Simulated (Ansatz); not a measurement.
CH2CuN (SMILES C#[N+][CuH-])

```csv
atom,x (Å),y (Å),z (Å)
C,0.0000,0.0000,-1.5219
Cu,0.0000,0.0000,1.4934
N,0.0000,0.0000,-0.3788
H,0.0000,0.0000,2.9984
H,0.0000,0.0000,-2.5910
```

Geometry: PBE0-D4/def2-TZVP.

Theory: isolated molecule in a Gaussian basis; Kohn-Sham density functional theory, functional PBE0 in Ansatz.

What will maps of the electron density and electron localisation function show?

Answer. C–N (1.14 Å): ρ is about 3.7 e/Å³ halfway; the ELF peaks at about 0.85 between the atoms; a short, multiple covalent bond.
Cu–N (1.87 Å): the density is about 0.74 e/Å³ at the midpoint; the ELF peaks at about 0.90 in the valence shell of N, 0.7 Å from its nucleus, and is about 0.15 at the midpoint.
C–H (1.07 Å): the density is about 2.2 e/Å³ at the midpoint; the ELF climbs to about 1 towards the hydrogen, as it does in any bond to H: an ordinary covalent bond to hydrogen.
Cu–H (1.51 Å): ρ is about 1.3 e/Å³ halfway; the ELF climbs to about 1 towards the hydrogen.

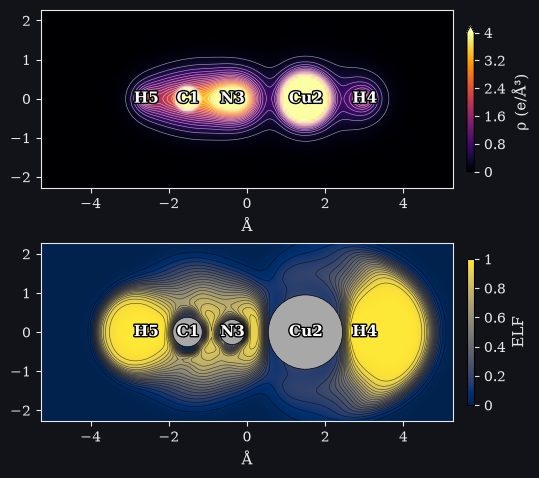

Computed electron density and electron localisation function on a plane that holds the molecular axis, in this order. Grey discs cover the atomic cores in the ELF map. 
